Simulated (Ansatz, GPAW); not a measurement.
# A 6-layer slab of Cu(111): converging a work function

Aim: the settings at which the work function of a 6-layer slab of Cu(111) stops moving.

Method: Ansatz plane waves; slab in vacuum with a dipole correction, relaxation, in the first sound run; inputs show where later runs differ, in GPAW 26.7.0 and Ansatz 0.2.0.

## 1. The structure

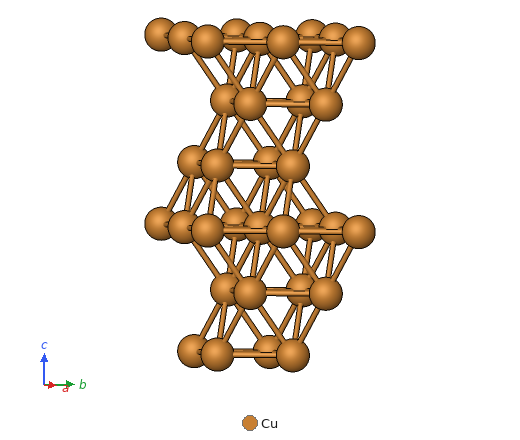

The cell as given, from the side, with the c axis up (copper orange). 2×2×1 cells are drawn. Some periodic images of atoms are drawn too.

The cell holds 6 atoms: 6 Cu. Cell: a = 2.553 Å, b = 2.553 Å, c = 24.421 Å, α = 90.0°, β = 90.0°, γ = 60.0°. Vacuum lies along c.

## 2. Relaxing the atoms

Forces are removed first; all later runs use this geometry. The lowest 3 atoms are held at bulk positions and keep their forces.

input.yaml reads:

```yaml
crystal:
  lattice:
    - [2.5526554801, 0.0, 0.0]
    - [1.27632774, 2.2106644929, 0.0]
    - [0.0, 0.0, 24.4211723589]
  atoms:
    - { symbol: Cu, position: [0.3333333333, 0.3333333333, 0.2866365258] }
    - { symbol: Cu, position: [0.6666666667, 0.6666666667, 0.3719819155] }
    - { symbol: Cu, position: [0.0, 0.0, 0.4573273052] }
    - { symbol: Cu, position: [0.3333333333, 0.3333333333, 0.5426726948] }
    - { symbol: Cu, position: [0.6666666667, 0.6666666667, 0.6280180845] }
    - { symbol: Cu, position: [0.0, 0.0, 0.7133634742] }
kpoints:
  mp_grid: { grid: [14, 14, 1] }
hamiltonian:
  xc: pbe
scf:
  occupations: { method: fermi_dirac, width: 0.1 }
efield:
  axis: 3
  dipole_correction: true
  ramp_width: 0.05
relax:
  f_tol: 0.02
  max_steps: 60
  constraints: [{ sites: [0, 1, 2] }]
output:
  write_potential: true
  write_density: true
  volumetric_format: npy
```

Command:

```console
$ ansatz run input.yaml --threads 2 --pin off --max-ram 4096MiB --backend cpu --events-out ev --progress --plain --runs-dir out
```

Numbers of over 12 decimals in the logs are rounded to 6 here.

Log:

```text
Engine: ansatz 0.2.0, x86_64-unknown-linux-gnu
Pseudopotentials: kind: paw
Pseudopotential: Cu, paw, valence charge 19, recommended cutoff 420 eV (normal), Cu.paw.azcp
Functional definition: PBE
  parameter kappa = 0.804
  parameter beta = 0.066725
  exchange = pbe_x(kappa = kappa, mu = beta*pi^2/3)
  correlation = pbe_c(beta = beta)
Crystal: 6 atoms, lattice volume = 137.810 Å³
Basis set: ecut = 420 eV, 2751 PW (Γ), exchange–correlation on 36×36×360 points (8 copies of the dense FFT grid, shifted against one another)
Bands: 69, of which v1, the nominal top of the filled ones, is band 57 counted from 1 (56 counted from 0)
Symmetry: 6 space group operations
k-points: 24 of 196 (time reversal used)
Non-local potential: Cu, projectors of the file, l = 0: 3, l = 1: 2, l = 2: 3, l = 3: 1
PAW form: soft (Blöchl's): semilocal exchange-correlation on the pseudo side does not see the compensation charge
PAW one-centre angular grid: Cu, 590 points (default); XC on 64 Gauss nodes
Initial density: superposition of atomic densities (neutral atoms: chi_scale 0, normalization atom), corrected by the library's trained network
Initial wavefunctions: pseudopotential atomic-orbital guess
Functional: x = pbe(κ = 0.804, μ = 0.219515), c = pbe(β = 0.066725)
SCF iter   1: F=—  HF=-39750.138572 eV  |F-HF|=—  |Δ(HF+E_count)|=         —  Δρ=1.59e-3  dr2=1.38e-2  ethr=1.77e-3  p=0.000 e·Å  D=1.96e-13 V/Å  ΔV_dip=-0.00 eV  dr2_dipole=7.87e-8  V_vac-E_F(+/−)=4.70/4.70 eV  ⟨swp⟩=6.8  Hψ=6554  notcnv=0  defer=40
efield: sawtooth ramp at fractional position 0.9750 (placed from the atoms, in the widest stretch of the axis that holds none; the zero of the levels goes with the place), width 0.0500; the density the first Hamiltonian is built on has a dipole p = 0.000 e·Å; the dipole correction subtracts the counter field D = 1.96e-13 V/Å, which shifts the + side's vacuum level by -0.00 eV against the − side's; the planar-averaged density in the ramp window peaks in size at 1.1e-4 e/Å³
preconditioner: auto → LDOS  [metal: Δε(μ)=0.062 eV  Ē_g=9.020 eV  σ=0.100 eV  W_gap=0.15  n_scr=20 (ndim 8)  ℏωp=25.7 eV  f_vac=0.458  D(μ)=2.10/eV (n_scr^D=12)  β→1.0]
SCF iter   2: F=—  HF=-39750.141048 eV  |F-HF|=—  |Δ(HF+E_count)|=   2.48e-3  Δρ=3.05e-3  dr2=9.61e-3  ethr=1.21e-5  p=-0.000 e·Å  D=-6.72e-6 V/Å  ΔV_dip=0.00 eV  dr2_dipole=5.60e-8  V_vac-E_F(+/−)=4.78/4.78 eV  ⟨swp⟩=2.9  Hψ=3745  notcnv=0  defer=65
SCF iter   3: F=—  HF=-39750.139516 eV  |F-HF|=—  |Δ(HF+E_count)|=   1.53e-3  Δρ=6.46e-4  dr2=4.48e-4  ethr=8.43e-6  p=-0.000 e·Å  D=-3.92e-6 V/Å  ΔV_dip=0.00 eV  dr2_dipole=5.88e-8  V_vac-E_F(+/−)=4.77/4.77 eV  ⟨swp⟩=2.0  Hψ=2352  notcnv=0  defer=65
SCF iter   4: F=—  HF=-39750.139481 eV  |F-HF|=—  |Δ(HF+E_count)|=   3.51e-5  Δρ=3.11e-4  dr2=2.15e-4  ethr=3.93e-7  p=-0.000 e·Å  D=-1.87e-6 V/Å  ΔV_dip=0.00 eV  dr2_dipole=6.19e-9  V_vac-E_F(+/−)=4.77/4.77 eV  ⟨swp⟩=3.0  Hψ=2880  notcnv=0  defer=65
SCF iter   5: F=—  HF=-39750.139486 eV  |F-HF|=—  |Δ(HF+E_count)|=   5.41e-6  Δρ=1.75e-4  dr2=7.51e-5  ethr=1.88e-7  p=0.000 e·Å  D=1.44e-8 V/Å  ΔV_dip=-0.00 eV  dr2_dipole=4.50e-10  V_vac-E_F(+/−)=4.78/4.78 eV  ⟨swp⟩=1.9  Hψ=2089  notcnv=0  defer=65
SCF iter   6: F=—  HF=-39750.139489 eV  |F-HF|=—  |Δ(HF+E_count)|=   2.75e-6  Δρ=8.77e-5  dr2=1.06e-5  ethr=6.59e-8  p=0.000 e·Å  D=2.11e-7 V/Å  ΔV_dip=-0.00 eV  dr2_dipole=4.78e-10  V_vac-E_F(+/−)=4.79/4.79 eV  ⟨swp⟩=2.3  Hψ=2263  notcnv=0  defer=65
SCF iter   7: F=-39750.139488 eV  HF=-39750.139488 eV  |F-HF|=2.20e-8  |Δ(HF+E_count)|=   6.91e-7  Δρ=2.31e-5  dr2=1.15e-6  ethr=8.77e-9  p=0.000 e·Å  D=5.75e-7 V/Å  ΔV_dip=-0.00 eV  dr2_dipole=2.81e-10  V_vac-E_F(+/−)=4.79/4.79 eV  ⟨swp⟩=11.5  Hψ=15443  notcnv=0
SCF 1 converged in 7 iterations: F = -39750.139488 eV  dr2 = 1.15e-6
  greatest PAW one-centre occupation: 1.000 electrons in one spin orbital (limit 2), on the Cu atom at site 5 (counted from 0), in its partial waves of l = 0
relax step   1: F+E_penalty+E_count = -39750.13948802 eV  Δ(F+E_penalty+E_count) = +0.000e0 eV  max|allowed force component| = 3.179e-2 eV/Å  Δτ_max = 0.0000 Å  (7 SCF iters, dr2 threshold 1.00e-5 eV, accepted)
Initial density: handed on by an earlier stage of this run
Initial wavefunctions: those handed on with the density
iter 1 solved again at ethr=4.31e-7 eV; its pass at ethr=3.10e-3 eV (dr2=4.91e-4 eV) is discarded
SCF iter   1: F=—  HF=-39750.139974 eV  |F-HF|=—  |Δ(HF+E_count)|=         —  Δρ=8.25e-4  dr2=4.95e-4  ethr=4.31e-7  p=0.000 e·Å  D=7.75e-7 V/Å  ΔV_dip=-0.00 eV  dr2_dipole=2.19e-6  V_vac-E_F(+/−)=4.79/4.79 eV  ⟨swp⟩=2.9  Hψ=5197  notcnv=0  defer=81
efield: sawtooth ramp at fractional position 0.9750 (handed on by an earlier solve), width 0.0500; the density the first Hamiltonian is built on has a dipole p = 0.000 e·Å; the dipole correction subtracts the counter field D = 7.75e-7 V/Å, which shifts the + side's vacuum level by -0.00 eV against the − side's; the planar-averaged density in the ramp window peaks in size at 5.5e-5 e/Å³
preconditioner: auto → LDOS  [metal: Δε(μ)=0.040 eV  Ē_g=9.075 eV  σ=0.100 eV  W_gap=0.10  n_scr=20 (ndim 8)  ℏωp=25.7 eV  f_vac=0.458  D(μ)=2.10/eV (n_scr^D=12)  β→1.0]
SCF iter   2: F=—  HF=-39750.139800 eV  |F-HF|=—  |Δ(HF+E_count)|=   1.74e-4  Δρ=4.57e-4  dr2=2.93e-4  ethr=4.31e-7  p=0.000 e·Å  D=2.94e-4 V/Å  ΔV_dip=-0.01 eV  dr2_dipole=3.61e-5  V_vac-E_F(+/−)=4.79/4.79 eV  ⟨swp⟩=2.0  Hψ=2782  notcnv=0  defer=81
SCF iter   3: F=—  HF=-39750.139783 eV  |F-HF|=—  |Δ(HF+E_count)|=   1.72e-5  Δρ=5.63e-4  dr2=2.84e-4  ethr=2.57e-7  p=-0.000 e·Å  D=-8.73e-5 V/Å  ΔV_dip=0.00 eV  dr2_dipole=2.16e-5  V_vac-E_F(+/−)=4.80/4.80 eV  ⟨swp⟩=2.0  Hψ=2920  notcnv=0  defer=81
SCF iter   4: F=—  HF=-39750.139746 eV  |F-HF|=—  |Δ(HF+E_count)|=   3.73e-5  Δρ=1.67e-4  dr2=2.57e-5  ethr=2.49e-7  p=-0.000 e·Å  D=-4.56e-5 V/Å  ΔV_dip=0.00 eV  dr2_dipole=2.07e-6  V_vac-E_F(+/−)=4.80/4.79 eV  ⟨swp⟩=2.0  Hψ=1994  notcnv=0  defer=81
SCF iter   5: F=—  HF=-39750.139748 eV  |F-HF|=—  |Δ(HF+E_count)|=   2.27e-6  Δρ=7.57e-5  dr2=5.09e-6  ethr=2.26e-8  p=-0.000 e·Å  D=-1.66e-5 V/Å  ΔV_dip=0.00 eV  dr2_dipole=5.04e-7  V_vac-E_F(+/−)=4.80/4.80 eV  ⟨swp⟩=2.0  Hψ=2337  notcnv=0  defer=81
SCF iter   6: F=—  HF=-39750.139747 eV  |F-HF|=—  |Δ(HF+E_count)|=   9.13e-7  Δρ=1.20e-5  dr2=1.64e-7  ethr=4.47e-9  p=-0.000 e·Å  D=-1.69e-5 V/Å  ΔV_dip=0.00 eV  dr2_dipole=4.04e-8  V_vac-E_F(+/−)=4.80/4.80 eV  ⟨swp⟩=2.0  Hψ=2461  notcnv=0  defer=81
SCF iter   7: F=-39750.139747 eV  HF=-39750.139747 eV  |F-HF|=3.81e-8  |Δ(HF+E_count)|=   1.72e-7  Δρ=3.12e-6  dr2=1.30e-8  ethr=8.77e-11  p=-0.000 e·Å  D=-2.07e-5 V/Å  ΔV_dip=0.00 eV  dr2_dipole=1.82e-9  V_vac-E_F(+/−)=4.80/4.80 eV  ⟨swp⟩=10.2  Hψ=12195  notcnv=0
SCF 2 converged in 7 iterations: F = -39750.139747 eV  dr2 = 1.30e-8
relax step   2: F+E_penalty+E_count = -39750.13974744 eV  Δ(F+E_penalty+E_count) = -2.594e-4 eV  max|allowed force component| = 1.840e-2 eV/Å  Δτ_max = 0.0087 Å  (7 SCF iters, accepted)
NSCF: frozen V_eff on 24 k-points
the band table was solved once a step of the walk had ended and its energy, with any forces and stress, was formed, with the checks that follow a solve (8420 applications of the Hamiltonian). They found nothing against the state; the energy, forces and stress were not computed again (output.eigenvalues in the input reference)
WARN: The output density's exchange-correlation potential varies sharply where the density is thin. Do not read a vacuum level from v_tot or v_xc, or from such a field of the output density. On a cell that repeats whose density bears no net charge and no dipole along the vacuum's axis use v_es (v_loc + v_h of the components); under efield.dipole_correction with no amplitude use v_es + v_field, which holds any externa [...]
SCF converged after 7 iterations
Free energy (F): -39750.139747 eV
Harris-Foulkes:  -39750.139747 eV  (|F-HF|=3.81e-8)
Internal energy: -39750.072715 eV  (E = F + TS)
E sigma→0 (E₀):  -39750.106231 eV
Entropy (-TS):   -0.067033 eV (-11.172 meV/atom)
Fermi energy:    6.348397 eV
Dipole field:    D = -0.000090 V/Å  (p = -0.000068 e·Å, saw-weighted, corrected)
Work function:   Φ+ = 4.7969 eV   Φ− = 4.7947 eV
Levels:          The Fermi level and band energies are counted from a zero that moves with the ramp; work functions are not
--- Per-component energies (eV) ---
  E_band       = -3334.586120
  E_kinetic    = 1798.557683
  E_local      = -230495.456300  (includes V_loc(G=0)·N_el)
  E_nonlocal   = 2343.079562
  E_hartree    = 113214.027677
  E_xc         = -535.208264
  E_vxc        = -690.459079  (∫ρ·V_xc dr)
  E_paw        = -9981.223109  (= ΣΔE_a)
  E_vpaw       = -2718.399562  (= ΣTr[D̂ρ^β])
  E_aug_tail   = 0.001664  (compensation charges beyond the density's cutoff)
  E_efield     = 0.000000  (sawtooth field / dipole correction)
  E_vefield    = 0.000035  (∫n·V_field dr)
  E_ewald      = 83906.148371
  E_smearing   = -0.067033  (= −TS)
  E_closure    = -0.000000  (closes the sum)
  Σ components = -39750.139747   (vs F -39750.139747, Δ=0.00e0)
--- Forces (eV/Å), atoms counted from 1 ---
  atom   1  Cu     0.00000000    -0.00000000    -0.00748917
  atom   2  Cu    -0.00000000    -0.00000000    -0.03104038
  atom   3  Cu     0.00000000    -0.00000000     0.01442240
  atom   4  Cu    -0.00000000     0.00000000     0.00120236
  atom   5  Cu     0.00000000     0.00000000     0.01839805
  atom   6  Cu     0.00000000     0.00000000     0.00442687
  max |Σ_I F_I| component: 7.99e-5 eV/Å
--- Band table (eV; the first three rows and the last of 24) ---
  k-point 0: bands = [... 53 lower, 4.5082, 4.5082, 4.6943, 4.6943, 4.7528, 4.7528, 5.4563, 5.9368, ... 8 higher]
  k-point 1: bands = [... 53 lower, 4.4677, 4.5088, 4.5247, 4.6947, 4.7555, 4.8352, 5.8271, 6.3916, ... 8 higher]
  k-point 2: bands = [... 53 lower, 4.3254, 4.5082, 4.6632, 4.6953, 4.7629, 5.3148, 6.5261, 7.3290, ... 8 higher]
  k-point 23: bands = [... 53 lower, 4.7281, 9.0067, 9.0891, 9.3894, 9.7705, 10.2592, 10.7612, 11.1986, ... 8 higher]
--- Relaxed structure (2 steps of the walk, 2 accepted, 0 SCFs on fresh bases) ---
  F+E_penalty+E_count = -39750.13974744 eV   max|allowed force component| = 1.840e-2 eV/Å
  atoms:
    - { symbol: Cu, position: [0.333333, 0.333333, 0.2866365258] }
    - { symbol: Cu, position: [0.666667, 0.666667, 0.3719819155] }
    - { symbol: Cu, position: [0.0, 0.0, 0.4573273052] }
    - { symbol: Cu, position: [0.333333, 0.333333, 0.542840] }
    - { symbol: Cu, position: [0.666667, 0.666667, 0.628344] }
    - { symbol: Cu, position: [6.273865533028239e-19, 0, 0.713718] }
```

Elapsed: 34 s, on 2 threads of Intel Xeon at 2.70GHz, shared host; peak memory 0.52 GiB; 65 s of CPU time.

The steps of the relaxation:

```tsv
step	energy less that of the first step (eV)	largest force component (eV/Å)
1	0.0000	0.0318
2	-0.0003	0.0184
```

The run keeps the 6 symmetry operations that it works with, so distortions that break them were not tested.

The relaxed structure:

```xyz
6
Lattice="2.5527 0.0000 0.0000 1.2763 2.2107 0.0000 0.0000 0.0000 24.4212" Properties=species:S:1:pos:R:3
Cu    1.2763    0.7369    7.0000
Cu    2.5527    1.4738    9.0842
Cu    0.0000    0.0000   11.1685
Cu    1.2763    0.7369   13.2568
Cu    2.5527    1.4738   15.3449
Cu    0.0000    0.0000   17.4298
```

This step gave:

| Item | Value |
| --- | --- |
| free energy | -39750.1397 eV |
| smearing term TS | 0.06703 eV |
| symmetry operations | 6 |
| upper work function | 4.797 eV |
| lower work function | 4.795 eV |
| dipole along the normal | -6.84e-5 e·Å |
| dipole field | -8.99e-5 V/Å |
| vacuum level above | 11.15 eV |
| vacuum level below | 11.14 eV |

The electrostatic potential energy of an electron (with the applied field's), less the Fermi level, planar mean oscillates, so the rows of the table below give means over windows of 2.1 Å about each position, cut where the curve ends. Its maxima inside the range that stand out by 2 % of the span (Å: eV): 8.0: -0.0516, 10.2: -0.100, 12.2: 0.0137, 14.2: -0.0901, 16.4: -0.0333. Its minima: 7.1: -17.2, 9.1: -17.5, 11.1: -17.4, 13.3: -17.4, 15.3: -17.5, 17.4: -17.2.

Electrostatic potential energy of an electron (with the applied field's), less the Fermi level, planar mean against z; means over each step:

```tsv
z (Å)	electrostatic potential energy of an electron (with the applied field's), less the Fermi level, planar mean (eV)
1.05	4.80
3.15	4.79
5.25	3.38
7.35	-8.66
9.45	-8.84
11.55	-8.77
13.65	-8.80
15.75	-8.81
17.85	-7.46
19.95	4.61
22.05	4.79
24.15	4.80
```

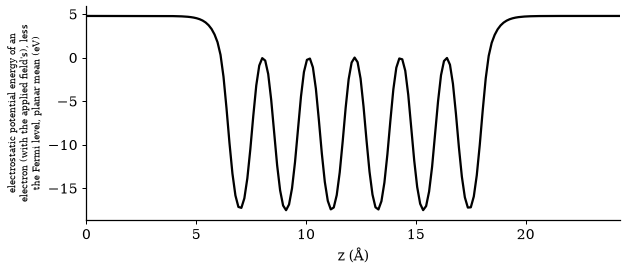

Electrostatic potential energy of an electron (with the applied field's), less the Fermi level, planar mean, plotted against z.

The valence density, planar mean oscillates, so the rows of the table below give means over windows of 2.04 Å about each position, cut where the curve ends. Its maxima inside the range that stand out by 2 % of the span (Å: e/Å³): 7.1: 4.60, 9.1: 4.72, 11.1: 4.65, 13.3: 4.66, 15.3: 4.71, 17.4: 4.57. Its minima: 8.0: 0.245, 10.2: 0.247, 12.2: 0.244, 14.2: 0.246, 16.4: 0.244.

Valence density, planar mean against z; means over each step:

```tsv
z (Å)	valence density, planar mean (e/Å³)
3.06	1.7e-4
5.10	0.0323
7.14	1.63
9.18	1.64
11.22	1.64
13.26	1.64
15.30	1.64
17.34	1.63
19.38	0.0283
21.42	1.5e-4
```

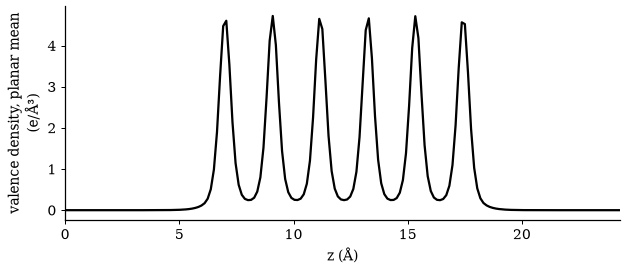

Valence density, planar mean, plotted against z.

The relaxation lowered the energy of the cell by 2.6e-4 eV.

## 3. The slab's potential

The work function is the vacuum plateau of the electrostatic potential less the Fermi level; a dipole layer lets the two faces have plateaus of their own.

This step: GPAW, PAW setups; slab in vacuum (GPAW 26.7.0).

run.py reads:

```python
import json
import numpy as np
from ase import Atoms
from gpaw import GPAW, PW

slab = Atoms(
    ['Cu', 'Cu', 'Cu', 'Cu', 'Cu', 'Cu'],
    positions=[
        [1.27633, 0.73689, 7.00000],
        [2.55266, 1.47378, 9.08423],
        [0.00000, 0.00000, 11.16847],
        [1.27633, 0.73689, 13.25678],
        [2.55266, 1.47378, 15.34491],
        [0.00000, -0.00000, 17.42983]],
    cell=[[2.55266, 0.0, 0.0], [1.27633, 2.21066, 0.0], [0.0, 0.0, 24.42117]],
    pbc=[True, True, False])

slab.calc = GPAW(mode=PW(400), xc='PBE', kpts={'size': (14, 14, 1), 'gamma': True},
                 occupations={'name': 'fermi-dirac', 'width': 0.1}, nbands='140%',
                 convergence={'density': 1e-05}, maxiter=200,
                 poissonsolver={'dipolelayer': 'xy'},
                 symmetry={'tolerance': 1e-3}, txt='slab.txt')
result = {}
energy = slab.get_potential_energy()
fermi = slab.calc.get_fermi_level()
v = slab.calc.get_electrostatic_potential().mean((0, 1)) - fermi
n = slab.calc.get_pseudo_density().mean((0, 1))
L = slab.cell[2, 2]
z = np.arange(len(v)) * L / len(v)
low, high = slab.positions[:, 2].min(), slab.positions[:, 2].max()
below, above = np.interp([low - 4.8, high + 4.8], z, v)
slopes = [np.interp(x, z, np.gradient(v, z)) for x in (low - 4.8, high + 4.8)]
eps = np.array([[slab.calc.get_eigenvalues(k, s) for k in range(len(slab.calc.get_ibz_k_points()))]
                for s in range(slab.calc.get_number_of_spins())]) - fermi
top, bottom = eps[eps < 0].max(), eps[eps > 0].min()
dipole = slab.get_dipole_moment()[2]
print(f'energy {energy:.4f} eV, Fermi level {fermi:.4f} eV, dipole {dipole:.5f} e A')
print(f'potential 4.8 A off the faces, from the Fermi level: lower {below:.4f} eV, upper {above:.4f} eV')
print(f'slope of the potential there: lower {slopes[0]:.5f}, upper {slopes[1]:.5f} eV/A')
print(f'nearest levels on the mesh: {top:.4f} and {bottom:.4f} eV')
print('magnetic moment', round(slab.get_magnetic_moment(), 3))
result.update(energy=energy, fermi=fermi, dipole=dipole, below=below, above=above, slopes=slopes, edges=[top, bottom],
              z=z.tolist(), v=v.tolist(), n=n.tolist(), positions=slab.positions.tolist(),
              forces=slab.get_forces(apply_constraint=False).tolist(), moments=slab.get_magnetic_moments().tolist())
json.dump(result, open('result.json', 'w'))
```

Command:

```console
$ OMP_NUM_THREADS=1 OPENBLAS_NUM_THREADS=1 python run.py
```

Log:

```text
energy -20.3406 eV, Fermi level 1.8715 eV, dipole 0.00076 e A
potential 4.8 A off the faces, from the Fermi level: lower 4.7803 eV, upper 4.7813 eV
slope of the potential there: lower -0.00097, upper 0.00106 eV/A
nearest levels on the mesh: -0.0242 and 0.0143 eV
magnetic moment 0.0
```

Elapsed: 4.6 min, on 1 thread; peak memory 0.21 GiB.

This step gave:

```yaml
dipole_along_the_normal: 7.56e-4 e·Å
levels_nearest_the_fermi_level_on_the_mesh: -0.02423, 0.01425 eV from the Fermi level
upper_work_function: 4.781 eV
lower_work_function: 4.780 eV
```

The electrostatic potential energy of an electron (without an applied field's), less the Fermi level, planar mean oscillates, so the rows of the table below give means over windows of 2.09 Å about each position, cut where the curve ends. Its maxima inside the range that stand out by 2 % of the span (Å: eV): 8.0: -0.0360, 10.2: -0.0934, 12.2: 0.00629, 14.3: -0.0606, 16.4: -0.0333. Its minima: 7.0: -19.0, 9.1: -19.1, 11.2: -19.1, 13.2: -19.1, 15.4: -19.1, 17.4: -18.9.

Table of electrostatic potential energy of an electron (without an applied field's), less the Fermi level, planar mean by z; means over each step:

```tsv
z (Å)	electrostatic potential energy of an electron (without an applied field's), less the Fermi level, planar mean (eV)
1.04	4.78
3.13	4.77
5.22	3.55
7.31	-7.97
9.40	-8.12
11.49	-8.08
13.58	-8.08
15.67	-8.12
17.77	-7.20
19.85	4.55
21.95	4.78
24.03	4.78
```

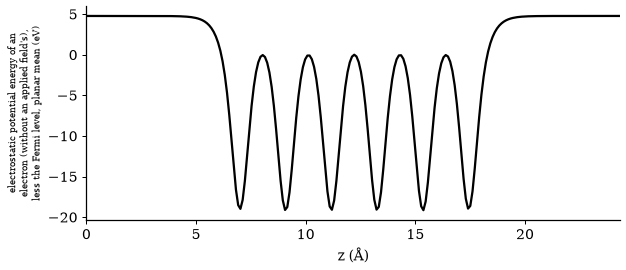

Electrostatic potential energy of an electron (without an applied field's), less the Fermi level, planar mean against z.

The pseudo valence density, planar mean oscillates, so the rows of the table below give means over windows of 2.04 Å about each position, cut where the curve ends. Its maxima inside the range that stand out by 2 % of the span (Å: e/Å³): 6.9: 2.32, 9.2: 2.34, 11.2: 2.42, 13.2: 2.42, 15.3: 2.32, 17.5: 2.34. Its minima: 8.1: 0.248, 10.2: 0.244, 12.2: 0.241, 14.2: 0.243, 16.3: 0.249.

Table of pseudo valence density, planar mean by z; means over each step:

```tsv
z (Å)	pseudo valence density, planar mean (e/Å³)
3.06	1.7e-4
5.10	0.0326
7.14	0.938
9.18	0.949
11.22	0.950
13.26	0.950
15.30	0.949
17.34	0.936
19.38	0.0287
21.42	1.5e-4
```

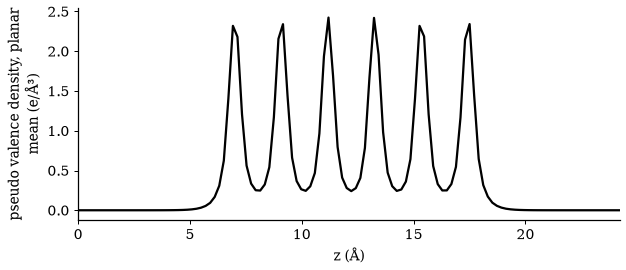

Pseudo valence density, planar mean, plotted against z.

Force by atom:

```tsv
atom	x (eV/Å)	y (eV/Å)	z (eV/Å)	size
Cu1	0.0000	0.0000	-0.0596	0.0596
Cu2	0.0000	0.0000	-0.0303	0.0303
Cu3	0.0000	0.0000	0.0144	0.0144
Cu4	0.0000	0.0000	0.0017	0.0017
Cu5	0.0000	0.0000	0.0177	0.0177
Cu6	0.0000	0.0000	0.0562	0.0562
```

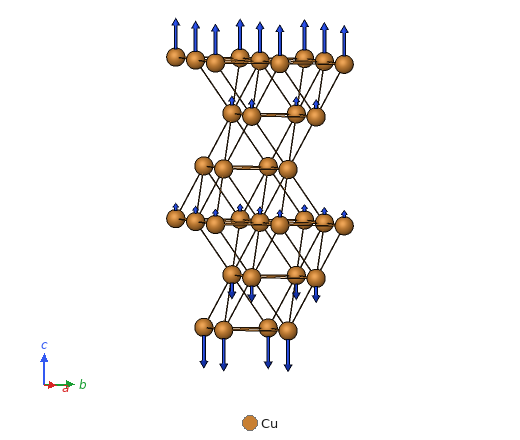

Force as arrows, the longest 0.0596 eV/Å. 2×2×1 cells are drawn. Some periodic images of atoms are drawn too.

The potential is flat to 0.001 eV/Å where it is read, so the vacuum is wide enough. The geometry is the other program's minimum; here the largest force on a free atom is 0.056 eV/Å.

[end of part 1 of 2]

[Logs are printed without paths, hosts, clocks, repeated set-up lines and the standing remarks that a program may print on its own settings, such as how far it seeks lower states.]

[Hosts, paths, dates, database ids (printed as entryN), source tags and the programs' standing remarks are cut or masked in the printed files.]
